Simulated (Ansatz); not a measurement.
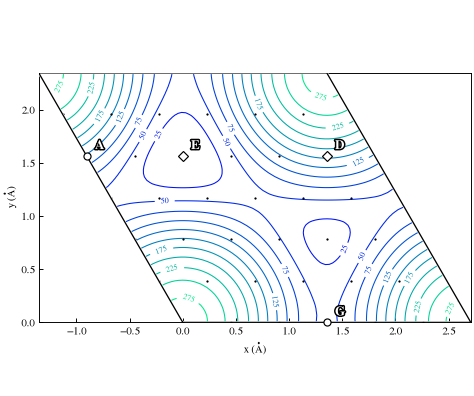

Li on a Rh(111) slab cut from the Fm-3m phase, its upper half relaxed before the scan (12 atoms of substrate and one adsorbate in a 2 × 2 cell). 
- Li is moved over the surface cell; relaxed at each place: the height of the adsorbate's atoms; substrate rigid; the origin of the map has the adsorbate above Rh9.
- Places are given modulo a cell vector. The map is drawn in real space over the plane of the surface.
- The scan uses a 6 × 6 grid; 10 points were computed and 26 follow by symmetry.
- Places are given in fractions of the 1 × 1 surface cell.
- All energies are given in meV relative to the lowest grid point.
- All numbers below come from DFT PBE, scalar-relativistic, plane waves, PAW in Ansatz 0.2.0. Settings: cutoff 420 eV, k-mesh 6×6×1, gaussian smearing 0.1 eV, no spin polarisation.

Drawn: contour lines labelled in meV, dots at the grid points, the outline of one cell of the plane, lettered points. Between grid points the surface is interpolated.

**Is D the lowest point of the computed grid?**

No. D lies 156 meV above the lowest grid point, which is at a threefold hollow over a second-layer Rh atom, (2/6, 4/6) of the cell vectors.

**Rank the lettered points by energy, lowest first.**

E (0 meV), G (46 meV), A (121 meV), D (156 meV).

PAW datasets: the set soft_1.
